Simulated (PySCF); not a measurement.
**C$_{6}$H$_{8}$Si (phenylsilane): density, localisation and related maps**

```
atom    x (Å)    y (Å)    z (Å)
  Si   2.3170  -0.0653   0.8317
   C   0.5614  -0.0182   0.1968
   C  -0.1437  -1.1970  -0.0484
   C  -1.4517  -1.1644  -0.5102
   C  -2.0769   0.0520  -0.7365
   C  -1.3903   1.2349  -0.4996
   C  -0.0845   1.1980  -0.0377
   H   3.2192   0.7223  -0.0511
   H   2.7821  -1.4766   0.8753
   H   2.4050   0.5143   2.1995
   H   0.3348  -2.1560   0.1226
   H  -1.9831  -2.0910  -0.6955
   H  -3.0983   0.0798  -1.0984
   H  -1.8748   2.1884  -0.6767
   H   0.4382   2.1330   0.1406
```

Geometry: PBE0-D3(BJ)/def2-TZVP.

Computed with PBE0/pcSseg-2, SCF density, gas phase, non-relativistic in PySCF.

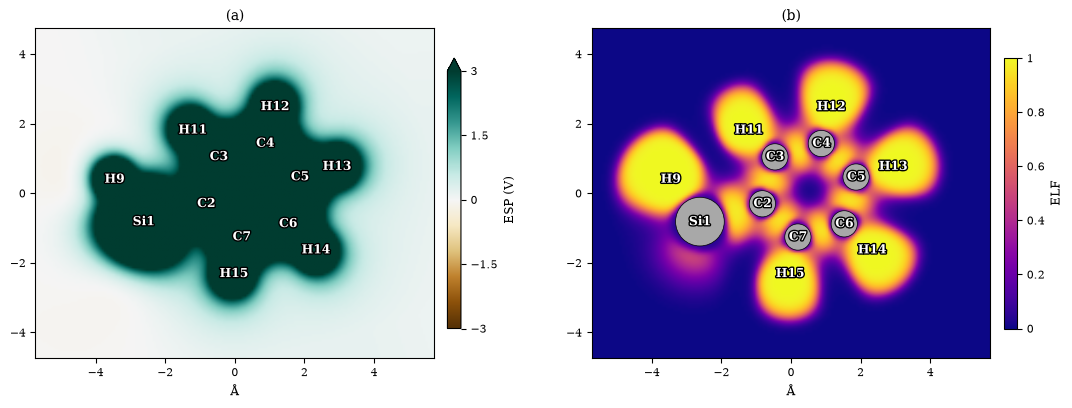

Figure 1. (a) electrostatic potential; (b) electron localisation function on the plane of atoms C5, C4 and H12. Grey discs cover the atomic cores in the ELF map.

Question: Describe what can be read from this map.

Answer: The section cuts through Si, C and H sites.
C–C (1.39 Å): the ELF peaks at about 0.95 between the atoms; localised, covalent bonding.
C–Si (1.87 Å): the ELF peaks at about 0.95 between the atoms: localised, covalent bonding.
C–H (1.08 Å): the ELF climbs to about 1 towards the hydrogen, as it does in any bond to H; an ordinary covalent bond to hydrogen.
Si–H (1.49 Å): the ELF climbs to about 1 towards the hydrogen.
The potential has no marked negative region in this plane.

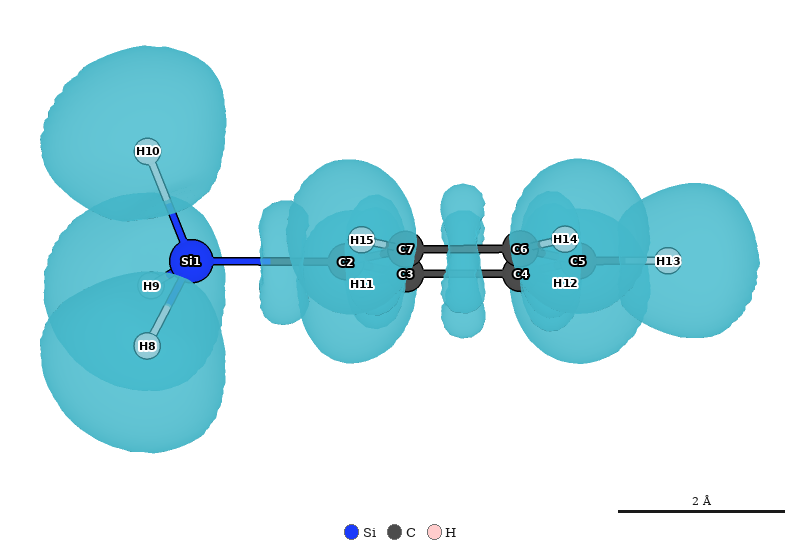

Figure 2. Isosurface of the electron localisation function at 0.8 (cyan), seen from one side. Core shells and regions of very low density are left out.

Question: Identify the bonds, lone pairs and shells in this picture.

Answer: The ELF exceeds this value in six regions between bonded C–C atoms (shared pairs), one region between bonded C–Si atoms (shared pairs) and eight regions around hydrogen nuclei.

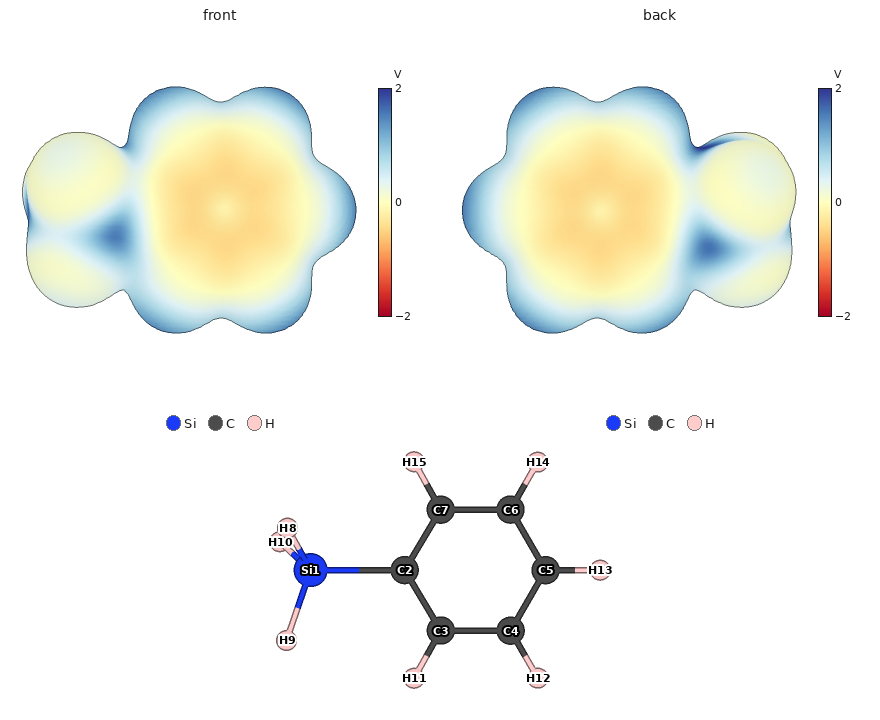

Figure 3. The electrostatic potential painted on the density surface at 0.004 e/bohr³, seen from the front and from behind; red is negative and blue positive. The bare structure is drawn below in the same view.

Question: Where is the surface potential most negative and most positive?

Answer: The most negative region (about −0.5 V) lies over the π face of the C atoms, the most positive (about +1.7 V) over Si1.
